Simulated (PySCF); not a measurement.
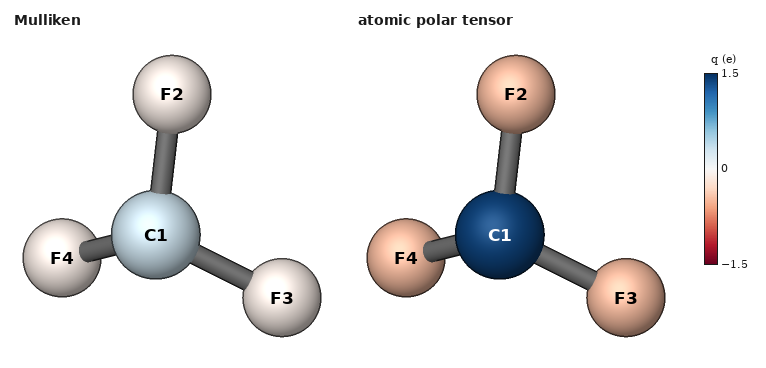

Atomic charges of one calculation by 2 schemes, on one colour scale. The species is neutral and a spin doublet. The geometry was computed by an optimisation with PBE/def2-TZVP. Computed with PBE/def2-TZVP (PySCF 2.14.0).

### Which scheme gives the most polar picture (largest mean size of the charges)?

The atomic polar tensor charges are the largest in size here.

List the charges (e), one line for each set of equivalent atoms.

```json
{"atom": "C1", "Mulliken": "0.31", "atomic polar tensor": "1.40"}
{"atom": "F2, F3, F4", "Mulliken": "−0.10", "atomic polar tensor": "−0.47"}
```
